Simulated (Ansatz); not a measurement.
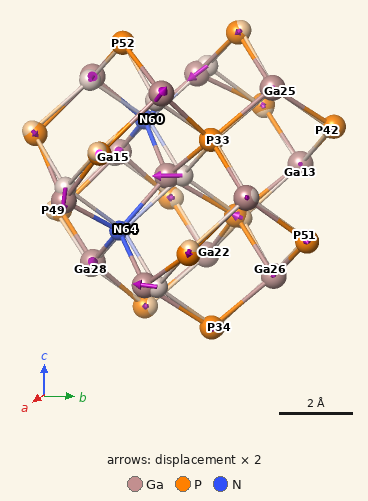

A relaxation of solid Ga₃₂P₂₄N₈ (a generated structure, set up in P1). The starting structure is drawn faded, the final one solid; purple arrows show the displacements, magnified 2 times.

The picture is a ball-and-stick view of the atoms within 5.0 Å of the atom that moves most (axes of the cell of the calculation (origin shifted)), seen slightly off an axis.

All numbers below come from Ansatz, DFT, PBEsol, PAW, plane waves. Settings: plane-wave cutoff 420 eV; k-point mesh 1 × 1 × 1; mesh shifted by (0.25, 0.25, 0.25); no spin polarisation; cell relaxed at fixed shape; force threshold 0.03 eV/Å; at most 80 steps.

> Atoms of which element are displaced furthest, and by how much?

Gallium: up to 0.42 Å, against 0.20 Å for nitrogen.

> What happened in the run?

The energy falls by 10.504 eV per cell of the calculation in 5 geometry steps. Largest force component: 3.5 eV/Å at the start, 0.011 eV/Å at the end. Pressure: 3.48 GPa at the start and 0.01 GPa at the end. The atom that moves furthest is a Ga atom (0.42 Å along [1 −3 0]). Largest moves by element: Ga 0.42 Å, N 0.20 Å, P 0.19 Å. The cell doesn't change. Near-neighbour distances that change, for instance: Ga–N 2.259 → 1.989 Å, Ga–N 2.266 → 2.003 Å, Ga–N 2.218 → 1.970 Å, Ga–N 2.257 → 2.049 Å. Bond angles that change, for instance: N–Ga–N 108.9° → 123.0°, P–Ga–P 110.0° → 97.7°, Ga–N–Ga 109.3° → 120.4°. The space group stays P1 (No. 1). Cost: 5.8 s on 1 × NVIDIA GB200 with 8 threads of Arm Neoverse-V2, peak memory 1.9 GiB.
